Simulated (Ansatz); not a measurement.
# MgFe2Te4: relaxing a made-up structure

This structure for MgFe2Te4 is made up. Its elements were placed in a known structure type with a cell scaled to their sizes. What cell does the guess relax to, and how far off was it?

Main program and level: Ansatz 0.2.0; DFT, PBEsol, plane-wave PAW, files of the set soft_1, scalar-relativistic, ferromagnetic start, cell and ions relaxed at zero pressure; PAW set soft_1, in the first sound run; inputs show where later runs differ.

In doubt: warnings of the run leave room for a lower electronic state, so energies may not be the lowest and differences between runs may mislead.

### 1. The starting structure

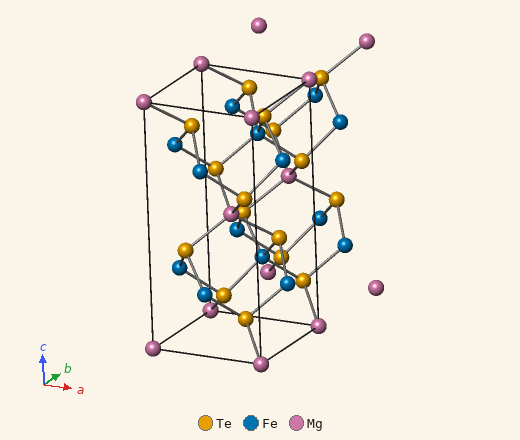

The starting structure, seen slightly off an axis (tellurium orange, iron blue, magnesium pink). 1×2×1 cells are drawn. This picture shows the conventional cell, with its axes. Bonds to atoms that aren't drawn are left out. Some periodic images of atoms are drawn too.

### 2. Relaxation of the guess

The guessed cell has no reason to be at equilibrium. It is relaxed with the atoms, within the space group of the guess.

Contents of input.yaml:

```yaml
crystal:
  lattice:
    - [-2.9235, 2.9235, 6.2525]
    - [2.9235, -2.9235, 6.2525]
    - [2.9235, 2.9235, -6.2525]
  atoms:
    - { symbol: Te, position: [0.5948, 0.5948, 0.4342] }
    - { symbol: Te, position: [0.1606, 0.1606, 0.5658] }
    - { symbol: Te, position: [0.4052, 0.8394, 0.0] }
    - { symbol: Te, position: [0.8394, 0.4052, 0.0] }
    - { symbol: Fe, position: [0.25, 0.75, 0.5], spin: 3.0 }
    - { symbol: Fe, position: [0.75, 0.25, 0.5], spin: 3.0 }
    - { symbol: Mg, position: [0.0, 0.0, 0.0] }
magnetization:
  spin_polarized: true
kpoints:
  mp_grid: { grid: [7, 7, 7] }
scf:
  occupations: { method: fermi_dirac, width: 0.05 }
hamiltonian:
  xc: pbesol
  pseudopotentials: { kind: paw, azcp: { folder: soft_1 }, xc_functional: pbe }
relax:
  f_tol: 0.015
  max_steps: 70
  cell: {}
output:
  forces: true
  stress: true
```

Launch:

```sh
$ ansatz run input.yaml --threads 4 --pin off --max-ram 10240MiB --backend cpu --events-out ev --progress --plain --runs-dir out
```

Numbers of over 12 decimals in the logs are rounded to 6 here.

The log of the run:

```text
Engine: ansatz 0.2.0, x86_64-unknown-linux-gnu
Pseudopotentials: kind: paw
Pseudopotential: Te, paw, valence charge 16, recommended cutoff 420 eV (normal), soft_1/Te.paw.azcp
Pseudopotential: Fe, paw, valence charge 16, recommended cutoff 420 eV (normal), soft_1/Fe.paw.azcp
Pseudopotential: Mg, paw, valence charge 10, recommended cutoff 420 eV (normal), soft_1/Mg.paw.azcp
Functional definition: PBEsol
  exchange = pbesol_x
  correlation = pbesol_c
Crystal: 7 atoms, lattice volume = 213.757 Å³
Basis set: ecut = 420 eV, 4157 PW (Γ), exchange–correlation on 108×108×108 points (8 copies of the dense FFT grid, shifted against one another)
Bands: 68, of which v1, the nominal top of the filled ones, is band 53 counted from 1 (52 counted from 0)
Symmetry: 8 space group operations
Space group: I-42m (ITA 121), of the structure as read, at distance tolerance 6.0e-5 Å
Magnetic group: BNS 121.327 (UNI 987), of the structure as read, at distance tolerance 6.0e-5 Å
k-points: 40 of 343 (time reversal used)
Non-local potential: Te, projectors of the file, l = 0: 2, l = 1: 2, l = 2: 2, l = 3: 1
Non-local potential: Fe, projectors of the file, l = 0: 3, l = 1: 2, l = 2: 3, l = 3: 1
Non-local potential: Mg, projectors of the file, l = 0: 3, l = 1: 2, l = 2: 1
PAW form: soft (Blöchl's): semilocal exchange-correlation on the pseudo side does not see the compensation charge
PAW frozen core: Te, regenerated for the run's functional, and the local potential with it (the file was generated under x = pbe(κ = 0.804, μ = 0.219515), c = pbe(β = 0.066725))
PAW frozen core: Fe, regenerated for the run's functional, and the local potential with it (the file was generated under x = pbe(κ = 0.804, μ = 0.219515), c = pbe(β = 0.066725))
PAW frozen core: Mg, regenerated for the run's functional, and the local potential with it (the file was generated under x = pbe(κ = 0.804, μ = 0.219515), c = pbe(β = 0.066725))
PAW one-centre angular grid: Te, 590 points (default); XC on 64 Gauss nodes
PAW one-centre angular grid: Fe, 590 points (default); XC on 64 Gauss nodes
PAW one-centre angular grid: Mg, 110 points (default); XC on 64 Gauss nodes
Initial density: superposition of atomic densities (chi_scale 0.1, normalization cell, long waves kept (reshape's long-wave potential 0.03 eV rms))
Starting moments: Σ|m| = 6 μB on 2 of 7 sites
Initial wavefunctions: pseudopotential atomic-orbital guess
Functional: x = pbesol(κ = 0.804, μ = 0.123457), c = pbesol(β = 0.046)
iter 1 solved again at ethr=1.13e-3 eV; its pass at ethr=3.10e-3 eV (dr2=1.20e0 eV) is discarded
SCF iter   1: F=—  HF=-38414.895535 eV  |F-HF|=—  |Δ(HF+E_count)|=         —  Δρ=2.57e-2 (↑1.14e-2 ↓2.57e-2)  dr2=1.22e0  dr2_m=4.45e-1  M=7.144 μB ∫|m|=7.157 μB  β_m=0.30  ethr=1.13e-3  ⟨swp⟩=2.9  Hψ=29178  notcnv=0
Mixer restart at iter 1: flushing history
preconditioner: auto → Kerker (q_TF=auto, 2.427 Å⁻¹)  [metal: Δε(μ)=0.001 eV  Ē_g=7.512 eV  σ=0.050 eV  W_gap=0.00  n_scr=44 (ndim 8)  ℏωp=16.5 eV  f_vac=0.014  D(μ)=11.81/eV (n_scr^D=106)]
spin=Collinear: Kerker preconditioning applied to the charge; magnetization (m = ρ↑ − ρ↓) channel mixes plain (no charge-response kernel on spin).
SCF iter   2: F=—  HF=-38414.810386 eV  |F-HF|=—  |Δ(HF+E_count)|=   8.51e-2  Δρ=1.44e-2 (↑1.24e-2 ↓1.44e-2)  dr2=4.89e-1  dr2_m=2.43e-1  M=7.137 μB ∫|m|=7.150 μB  β_m=0.53  ethr=1.13e-3  ⟨swp⟩=2.0  Hψ=6906  notcnv=0
SCF iter   3: F=—  HF=-38415.332588 eV  |F-HF|=—  |Δ(HF+E_count)|=   5.22e-1  Δρ=6.10e-3 (↑4.54e-3 ↓6.10e-3)  dr2=1.79e-1  dr2_m=2.48e-2  M=7.179 μB ∫|m|=7.201 μB  β_m=0.65  ethr=4.61e-4  ⟨swp⟩=3.4  Hψ=10414  notcnv=0  defer=267
SCF iter   4: F=—  HF=-38415.443896 eV  |F-HF|=—  |Δ(HF+E_count)|=         —  Δρ=5.70e-3 (↑1.81e-3 ↓5.70e-3)  dr2=2.16e-1  dr2_m=8.70e-3  M=7.057 μB ∫|m|=7.093 μB  β_m=0.65  ethr=1.69e-4  ⟨swp⟩=2.5  Hψ=7246  notcnv=0  defer=345
Mixer restart at iter 4: flushing history
SCF iter   5: F=—  HF=-38415.454303 eV  |F-HF|=—  |Δ(HF+E_count)|=   1.04e-2  Δρ=3.24e-3 (↑3.24e-3 ↓2.80e-3)  dr2=4.97e-2  dr2_m=3.26e-4  M=7.168 μB ∫|m|=7.207 μB  β_m=0.57  ethr=1.69e-4  ⟨swp⟩=3.0  Hψ=10814  notcnv=0  defer=345
SCF iter   6: F=—  HF=-38415.441677 eV  |F-HF|=—  |Δ(HF+E_count)|=   1.26e-2  Δρ=1.56e-3 (↑9.52e-4 ↓1.56e-3)  dr2=3.36e-2  dr2_m=2.78e-4  M=7.123 μB ∫|m|=7.163 μB  β_m=0.60  ethr=4.68e-5  ⟨swp⟩=2.0  Hψ=11173  notcnv=0  defer=343
SCF iter   7: F=—  HF=-38415.438525 eV  |F-HF|=—  |Δ(HF+E_count)|=   3.15e-3  Δρ=9.38e-4 (↑5.58e-4 ↓9.38e-4)  dr2=5.02e-3  dr2_m=5.03e-4  M=7.191 μB ∫|m|=7.230 μB  β_m=0.72  ethr=3.17e-5  ⟨swp⟩=2.0  Hψ=6159  notcnv=0  defer=343
SCF iter   8: F=—  HF=-38415.439700 eV  |F-HF|=—  |Δ(HF+E_count)|=   1.18e-3  Δρ=1.21e-3 (↑2.39e-4 ↓1.21e-3)  dr2=6.85e-3  dr2_m=7.08e-4  M=7.186 μB ∫|m|=7.225 μB  β_m=0.68  ethr=4.73e-6  ⟨swp⟩=2.3  Hψ=7960  notcnv=0  defer=343
SCF iter   9: F=—  HF=-38415.439248 eV  |F-HF|=—  |Δ(HF+E_count)|=   4.52e-4  Δρ=3.42e-4 (↑1.06e-4 ↓3.42e-4)  dr2=5.49e-4  dr2_m=6.81e-5  M=7.216 μB ∫|m|=7.254 μB  β_m=0.84  ethr=4.73e-6  ⟨swp⟩=1.7  Hψ=5636  notcnv=0  defer=342
SCF iter  10: F=—  HF=-38415.439287 eV  |F-HF|=—  |Δ(HF+E_count)|=   3.96e-5  Δρ=1.54e-4 (↑2.58e-5 ↓1.54e-4)  dr2=8.13e-5  dr2_m=1.26e-5  M=7.221 μB ∫|m|=7.260 μB  β_m=0.92  ethr=5.18e-7  ⟨swp⟩=2.0  Hψ=6327  notcnv=0  defer=342
SCF iter  11: F=—  HF=-38415.439289 eV  |F-HF|=—  |Δ(HF+E_count)|=   1.50e-6  Δρ=3.94e-5 (↑8.36e-6 ↓3.94e-5)  dr2=3.85e-6  dr2_m=9.09e-7  M=7.225 μB ∫|m|=7.263 μB  β_m=0.96  ethr=7.67e-8  ⟨swp⟩=2.0  Hψ=6595  notcnv=0  defer=342
SCF iter  12: F=—  HF=-38415.439290 eV  |F-HF|=—  |Δ(HF+E_count)|=   1.18e-6  Δρ=2.14e-5 (↑4.93e-6 ↓2.14e-5)  dr2=9.09e-7  dr2_m=2.91e-7  M=7.225 μB ∫|m|=7.263 μB  β_m=0.98  ethr=3.64e-9  ⟨swp⟩=2.0  Hψ=6668  notcnv=0  defer=342
SCF iter  13: F=—  HF=-38415.439290 eV  |F-HF|=—  |Δ(HF+E_count)|=   1.99e-7  Δρ=1.03e-5 (↑2.05e-6 ↓1.03e-5)  dr2=2.05e-7  dr2_m=5.70e-8  M=7.225 μB ∫|m|=7.263 μB  β_m=0.99  ethr=8.58e-10  ⟨swp⟩=2.0  Hψ=8999  notcnv=0  defer=342
SCF iter  14: F=—  HF=-38415.439290 eV  |F-HF|=—  |Δ(HF+E_count)|=   4.89e-8  Δρ=2.53e-6 (↑1.36e-6 ↓2.53e-6)  dr2=1.41e-8  dr2_m=2.77e-9  M=7.225 μB ∫|m|=7.263 μB  β_m=0.96  ethr=1.93e-10  ⟨swp⟩=2.1  Hψ=9600  notcnv=0  defer=342
SCF iter  15: F=-38415.439290 eV  HF=-38415.439290 eV  |F-HF|=9.97e-10  |Δ(HF+E_count)|=   7.02e-9  Δρ=1.39e-6 (↑5.52e-7 ↓1.39e-6)  dr2=2.78e-9  dr2_m=1.04e-9  M=7.225 μB ∫|m|=7.264 μB  ethr=1.33e-11  ⟨swp⟩=1.1  Hψ=15507  notcnv=0
SCF 1 converged in 15 iterations: F = -38415.439290 eV  dr2 = 2.78e-9
[...]
iter 1 solved again at ethr=7.35e-7 eV; its pass at ethr=3.10e-3 eV (dr2=7.79e-4 eV) is discarded
SCF iter   1: F=—  HF=-38415.753266 eV  |F-HF|=—  |Δ(HF+E_count)|=         —  Δρ=2.21e-4 (↑7.25e-5 ↓2.21e-4)  dr2=1.02e-4  dr2_m=1.87e-5  M=5.835 μB ∫|m|=5.974 μB  β_m=0.65  ethr=7.35e-7  ⟨swp⟩=3.8  Hψ=37895  notcnv=0
preconditioner: auto → Kerker (q_TF=auto, 1.991 Å⁻¹)  [metal: Δε(μ)=0.002 eV  Ē_g=7.965 eV  σ=0.050 eV  W_gap=0.01  n_scr=22 (ndim 8)  ℏωp=17.3 eV  f_vac=0.024  D(μ)=8.80/eV (n_scr^D=68)]
spin=Collinear: Kerker preconditioning applied to the charge; magnetization (m = ρ↑ − ρ↓) channel mixes plain (no charge-response kernel on spin).
SCF iter   2: F=—  HF=-38415.753251 eV  |F-HF|=—  |Δ(HF+E_count)|=   1.54e-5  Δρ=7.79e-5 (↑7.79e-5 ↓6.73e-5)  dr2=3.59e-6  dr2_m=7.70e-6  M=5.836 μB ∫|m|=5.975 μB  β_m=0.61  ethr=9.65e-8  ⟨swp⟩=2.0  Hψ=6508  notcnv=0
SCF iter   3: F=—  HF=-38415.753258 eV  |F-HF|=—  |Δ(HF+E_count)|=   7.04e-6  Δρ=4.73e-5 (↑4.73e-5 ↓1.43e-5)  dr2=2.47e-6  dr2_m=1.17e-6  M=5.834 μB ∫|m|=5.973 μB  β_m=0.52  ethr=3.38e-9  ⟨swp⟩=2.3  Hψ=9888  notcnv=0
SCF iter   4: F=—  HF=-38415.753256 eV  |F-HF|=—  |Δ(HF+E_count)|=   1.55e-6  Δρ=2.73e-5 (↑6.75e-6 ↓2.73e-5)  dr2=1.32e-6  dr2_m=4.05e-7  M=5.833 μB ∫|m|=5.973 μB  β_m=0.76  ethr=2.33e-9  ⟨swp⟩=2.0  Hψ=9811  notcnv=0
SCF iter   5: F=—  HF=-38415.753262 eV  |F-HF|=—  |Δ(HF+E_count)|=   6.05e-6  Δρ=3.40e-5 (↑1.59e-5 ↓3.40e-5)  dr2=1.52e-6  dr2_m=1.04e-6  M=5.832 μB ∫|m|=5.972 μB  β_m=0.65  ethr=1.25e-9  ⟨swp⟩=2.4  Hψ=9318  notcnv=0
SCF iter   6: F=—  HF=-38415.753268 eV  |F-HF|=—  |Δ(HF+E_count)|=   5.09e-6  Δρ=1.52e-5 (↑1.14e-5 ↓1.52e-5)  dr2=1.75e-7  dr2_m=2.83e-7  M=5.831 μB ∫|m|=5.970 μB  β_m=0.64  ethr=1.25e-9  ⟨swp⟩=2.5  Hψ=8800  notcnv=0
SCF iter   7: F=—  HF=-38415.753271 eV  |F-HF|=—  |Δ(HF+E_count)|=   3.16e-6  Δρ=3.52e-6 (↑1.59e-6 ↓3.52e-6)  dr2=1.61e-8  dr2_m=5.10e-9  M=5.828 μB ∫|m|=5.968 μB  β_m=0.96  ethr=1.66e-10  ⟨swp⟩=3.0  Hψ=11245  notcnv=0
SCF iter   8: F=—  HF=-38415.753271 eV  |F-HF|=—  |Δ(HF+E_count)|=   3.19e-7  Δρ=3.10e-6 (↑4.49e-7 ↓3.10e-6)  dr2=1.34e-8  dr2_m=5.05e-9  M=5.828 μB ∫|m|=5.968 μB  β_m=0.98  ethr=1.52e-11  ⟨swp⟩=3.0  Hψ=10991  notcnv=0
SCF iter   9: F=—  HF=-38415.753271 eV  |F-HF|=—  |Δ(HF+E_count)|=   3.84e-8  Δρ=5.85e-7 (↑1.92e-7 ↓5.85e-7)  dr2=4.40e-10  dr2_m=1.50e-10  M=5.828 μB ∫|m|=5.968 μB  β_m=0.99  ethr=1.27e-11  ⟨swp⟩=3.0  Hψ=11012  notcnv=0
SCF iter  10: F=—  HF=-38415.753271 eV  |F-HF|=—  |Δ(HF+E_count)|=  8.95e-10  Δρ=7.65e-7 (↑1.04e-7 ↓7.65e-7)  dr2=1.39e-9  dr2_m=3.00e-10  M=5.827 μB ∫|m|=5.967 μB  β_m=0.99  ethr=1.00e-12  ⟨swp⟩=2.6  Hψ=10389  notcnv=0
SCF iter  11: F=—  HF=-38415.753271 eV  |F-HF|=—  |Δ(HF+E_count)|=   1.30e-9  Δρ=6.16e-8 (↑6.11e-8 ↓6.16e-8)  dr2=3.31e-11  dr2_m=2.29e-13  M=5.828 μB ∫|m|=5.968 μB  β_m=0.94  ethr=1.00e-12  ⟨swp⟩=2.6  Hψ=9158  notcnv=0
SCF iter  12: F=—  HF=-38415.753271 eV  |F-HF|=—  |Δ(HF+E_count)|=  2.91e-11  Δρ=7.88e-8 (↑2.79e-8 ↓7.88e-8)  dr2=1.10e-11  dr2_m=4.74e-12  M=5.828 μB ∫|m|=5.968 μB  β_m=0.88  ethr=1.00e-12  ⟨swp⟩=1.0  Hψ=5440  notcnv=0
SCF iter  13: F=-38415.753271 eV  HF=-38415.753271 eV  |F-HF|=0.00e0  |Δ(HF+E_count)|=  2.18e-11  Δρ=4.14e-9 (↑4.14e-9 ↓2.67e-9)  dr2=9.97e-14  dr2_m=3.74e-15  M=5.828 μB ∫|m|=5.968 μB  ethr=1.00e-12  ⟨swp⟩=3.0  Hψ=16880  notcnv=0
SCF 8 converged in 13 iterations: F = -38415.753271 eV  dr2 = 9.97e-14
relax step   8: F+E_penalty+E_count = -38415.75327108 eV  Δ(F+E_penalty+E_count) = +4.438e-3 eV  max|allowed force component| = 3.605e-3 eV/Å  Δτ_max = 0.0000 Å  P = -0.008 GPa  Ω = 192.654 Å³  stress off target by 9.18e-3 GPa  SCF on the basis re-selected at this cell (its energy is not comparable with the rows above)  (13 SCF iters)
basis re-selected at this cell: Δ(F+E_penalty+E_count) = +4.438e-3 eV, ΔP = -0.005 GPa vs the last step (what re-selecting the basis moved, of the pressure what is left beyond the Pulay correction that the steps carried, after the strain that the cell walked since its last selection, with what the two solves' SCF thresholds leave and, on support functions, any second-order correction that the steps lacked; it is no measure of the basis error at this ecutwfc). The dense FFT grid was sized anew with the basis: this SCF ran on 48×48×48 points, the steps before it on 54×54×54, so part of this shift can come from that change (see relax.cell in the input reference). [rest of the remark cut]
WARN: an SCF from antiferromagnetic starting moments (0.00, 0.00, 0.00, 0.00, -3.00, 3.00, 0.00 Bohr magnetons, atom by atom) was not made, by what the run has read of turns of its moments that order reads lower: the deck asks for what bars it, or types moments that do (magnetization.spin_polarized, in the input reference, names some of the keys), or the run goes by scf.lower_state_search: light, the default, which as a rule tries one only behind a close that has lost an order of both signs, or on which an open d or half-filled 4f shell of a PAW file has lost a moment that was set nearer to Hund's than to what is left; [rest of the remark cut]
SCF converged after 13 iterations
Magnetization: 5.8275 μB (55.9138 up, 50.0862 down)
Absolute magnetization: 5.9737 μB (∫|ρ↑−ρ↓|, with the PAW one-centre terms)
Spin contamination: 0.2603 ħ² per cell (⟨S²⟩ above its minimum at these occupations)
Per-site moments (μB) at R_I (Å): [(0.011583, 1.031000), (0.011583, 1.031000), (0.011583, 1.031000), (0.011583, 1.031000), (2.528393, 1.031000), (2.528393, 1.031000), (0.052196, 1.160506)]
Free energy (F): -38415.753271 eV
Harris-Foulkes:  -38415.753271 eV  (|F-HF|=0.00e0)
Internal energy: -38415.679334 eV  (E = F + TS)
E sigma→0 (E₀):  -38415.716303 eV
Entropy (-TS):   -0.073937 eV (-10.562 meV/atom)
Fermi energy:    8.405213 eV
--- Per-component energies (eV) ---
  E_band       = -2136.586813
  E_kinetic    = 1418.449700
  E_local      = -15271.163232  (includes V_loc(G=0)·N_el)
  E_nonlocal   = 1063.692947
  E_hartree    = 6832.109327
  E_xc         = -727.193743
  E_vxc        = -718.837969  (∫ρ·V_xc dr)
  E_paw        = -21375.788171  (= ΣΔE_a)
  E_vpaw       = -2292.945256  (= ΣTr[D̂ρ^β])
  E_aug_tail   = -0.001692  (compensation charges beyond the density's cutoff)
  E_ewald      = -10357.700983
  E_core_change = 1.916511  (= ΣΔE_core)
  E_smearing   = -0.073937  (= −TS)
  E_closure    = -0.000000  (closes the sum)
  Σ components = -38415.753271   (vs F -38415.753271, Δ=0.00e0)
--- Forces (eV/Å), atoms counted from 1 ---
  atom   1  Te    -0.00084687    -0.00084687     0.00360520
  atom   2  Te     0.00084687     0.00084687     0.00360520
  atom   3  Te    -0.00084687     0.00084687    -0.00360520
  atom   4  Te     0.00084687    -0.00084687    -0.00360520
  atom   5  Fe    -0.00000000     0.00000000     0.00000000
  atom   6  Fe    -0.00000000    -0.00000000     0.00000000
  atom   7  Mg     0.00000000     0.00000000     0.00000000
  max |Σ_I F_I| component: 2.69e-17 eV/Å
--- Stress (GPa, compression-positive) ---
       -0.008071      -0.000000       0.000000
       -0.000000      -0.008071      -0.000000
        0.000000      -0.000000      -0.009183
  P = ⅓ Tr σ = -0.0084 GPa (-0.084 kbar)
--- Relaxed structure (7 steps of the walk, 7 accepted, 1 SCFs on fresh bases) ---
  F+E_penalty+E_count = -38415.75327108 eV   max|allowed force component| = 3.605e-3 eV/Å   (the final SCF, on the basis selected at the relaxed cell)
  cell:  # Å, volume = 192.6540 Å³
    - [-2.928032, 2.928032, 5.617805]
    - [2.928032, -2.928032, 5.617805]
    - [2.928032, 2.928032, -5.617805]
  atoms:
    - { symbol: Te, position: [0.579824, 0.579824, 0.417883] }
    - { symbol: Te, position: [0.161940, 0.161940, 0.582117] }
    - { symbol: Te, position: [0.420176, 0.838060, 0.0] }
    - { symbol: Te, position: [0.838060, 0.420176, 0.0] }
    - { symbol: Fe, position: [0.250000, 0.750000, 0.500000] }
    - { symbol: Fe, position: [0.750000, 0.250000, 0.500000] }
    - { symbol: Mg, position: [0, 1.6472457556122442e-19, 0] }
```

The job ended after 3.6 min (4 threads of Intel Xeon Platinum 8488C (Sapphire Rapids), shared host; peak memory 1.3 GiB; 14 min of CPU time).

The steps of the relaxation:

```csv
step,energy less that of the first step (eV),largest force component (eV/Å),pressure (GPa),volume (Å³)
1,0.0000,0.6256,-3.07,213.76
2,-0.2884,0.1109,0.31,194.74
3,-0.2985,0.0221,0.03,195.88
4,-0.3019,0.0323,-0.01,195.37
5,-0.3161,0.0457,-0.31,194.16
6,-0.3182,0.0214,-0.04,192.43
7,-0.3184,0.0035,0.00,192.65
8*,-0.3140,0.0036,-0.01,192.65
```

Relaxation steps marked * repeat the geometry before them on a plane-wave basis chosen anew for their cell, so energy and pressure can jump there.

Forces are held to the 8 operations that the run works with; a distortion that breaks them can't arise in this run.

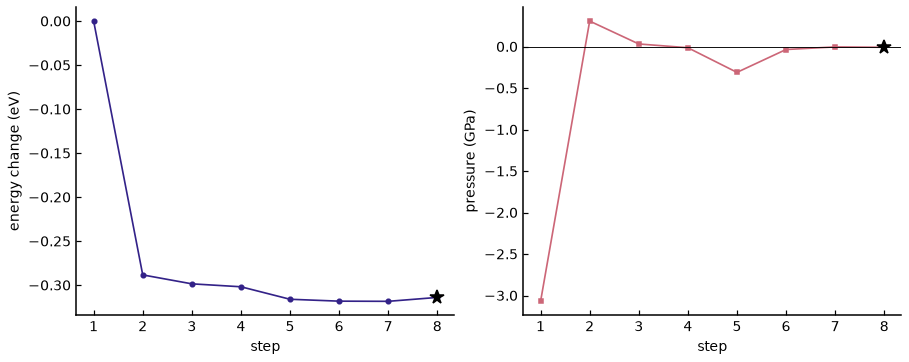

Energy and pressure along the relaxation. Stars mark steps on a basis chosen anew.

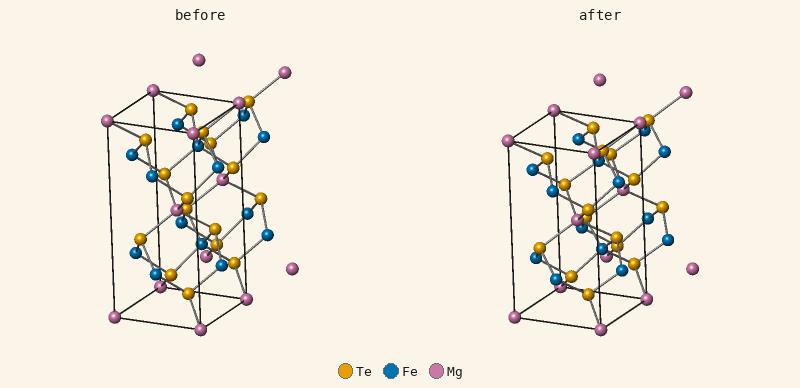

Before and after, at one scale. Bonds to atoms that aren't drawn are left out.

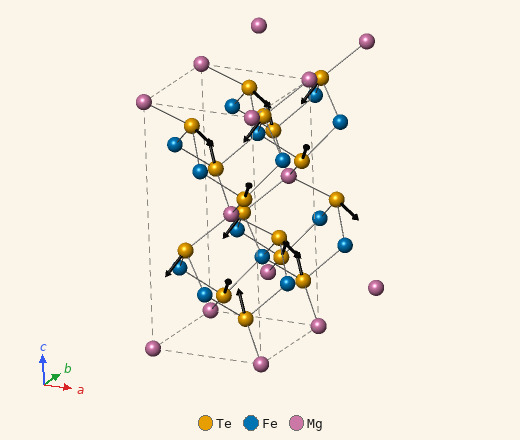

Displacements in the relaxation, exaggerated, measured against the changing cell; the longest in the cell stands for 0.10 Å. Bonds to atoms that aren't drawn are left out. 1×2×1 conventional cells are drawn. Some periodic images of atoms are drawn too.

```csv
"conventional cell, symmetrised",before,after,change
a (Å),5.847,5.856,+0.2 %
b (Å),5.847,5.856,+0.2 %
c (Å),12.505,11.236,-10.2 %
volume (Å³/atom),30.54,27.52,-9.9 %
```

The atoms that moved most (Å, as changes of fractional coordinates times the final cell):

| atom | dx | dy | dz | length |
| --- | --- | --- | --- | --- |
| Te1 | -0.048 | -0.048 | -0.077 | 0.102 |
| Te2 | 0.048 | 0.048 | -0.077 | 0.102 |
| Te3 | -0.048 | 0.048 | 0.077 | 0.102 |
| Te4 | 0.048 | -0.048 | 0.077 | 0.102 |

Numbers from this step:

```
free energy             : -38415.7533 eV
energy at zero smearing : -38415.7163 eV
smearing term TS        : 0.07394 eV
Fermi energy            : 8.405 eV
magnetization           : 5.828 μB
absolute magnetization  : 5.974 μB
site moments            : 0.01158, 0.01158, 0.01158, 0.01158, 2.528, 2.528, 0.05220 μB
electrons               : 106
symmetry operations     : 8
pressure                : -0.008441 GPa
```

Site moment by atom:

```csv
atom,site moment (μB)
Te1,0.01
Te2,0.01
Te3,0.01
Te4,0.01
Fe5,2.53
Fe6,2.53
Mg7,0.05
```

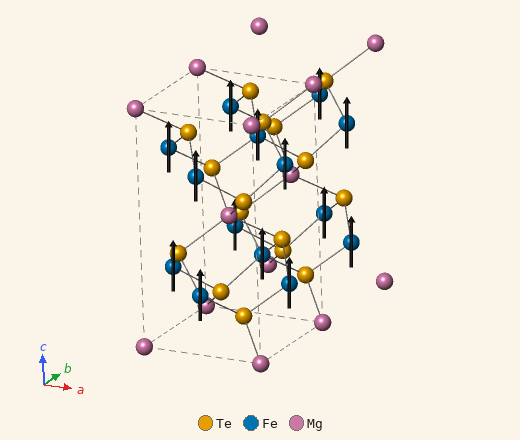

Site moment as arrows, the longest 2.53 μB. Up and down stand for the sign. Arrows give size and sign along the axis of quantisation, drawn up and down the page. Bonds to atoms that aren't drawn are left out. 1×2×1 conventional cells are drawn. Some periodic images of atoms are drawn too.

(Continued in part 2 of 2.)

[Logs are printed without paths, hosts, clocks, repeated set-up lines and the standing remarks that a program may print on its own settings, such as how far it seeks lower states.]

[Hosts, paths, dates, database ids (printed as entryN), source tags and the programs' standing remarks are cut or masked in the printed files.]
